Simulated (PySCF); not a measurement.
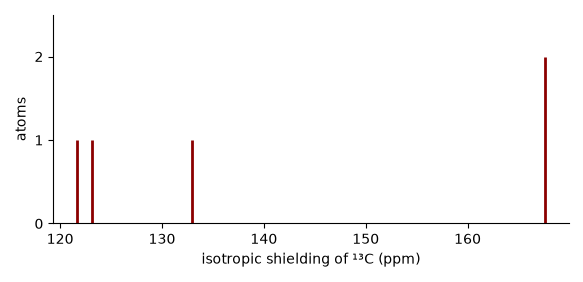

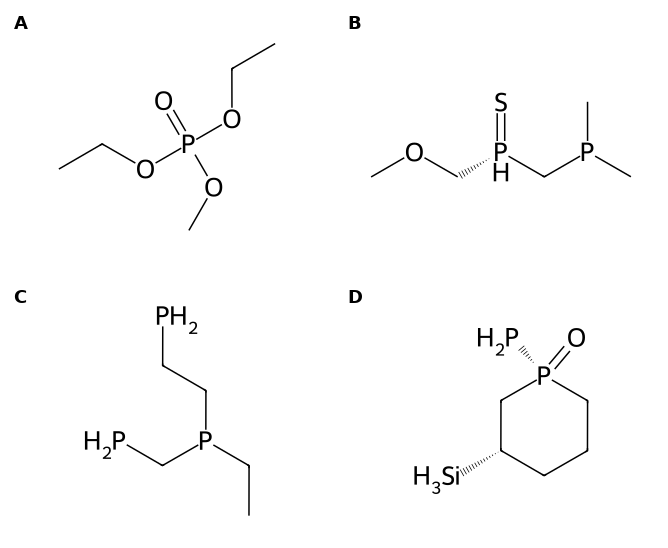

The sticks are computed shieldings of one of the molecules, for one fixed geometry (GFN2-xTB) without averaging over rotations. Low shielding means a high chemical shift. Method: GIAO PBE0/pcSseg-1 NMR shielding, non-relativistic, gas phase (PySCF 2.14.0).

> Match the spectrum to a structure.

A, `CCOP(=O)(OC)OCC`. Its 5 C atoms give lines at 121.6, 123.1, 132.9, 167.6 (2 atoms) ppm.

The geometry is semi-empirical. Around P, Si such bond lengths and angles can be off by a tenth of an ångström or more and by several degrees, and values that hang on the shape move with them.
